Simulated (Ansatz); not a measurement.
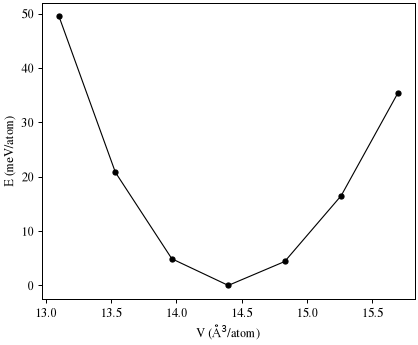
*Al₂Cu in space group I4/mcm (No. 140; Al on 8h, Cu on 4a) under volume change, the program Ansatz at the r²SCAN level (PAW), shape and atoms relaxed at each volume.*

Q: What does a third-order Birch–Murnaghan fit give for V₀, B₀ and B′?

A: V₀ = 14.40 Å³/atom, B₀ = 114 GPa, B′ = 4.5.

Symmetry was held in the r²SCAN relaxation. The run is not spin-polarised.

Potentials: the later of the program's two PAW sets.
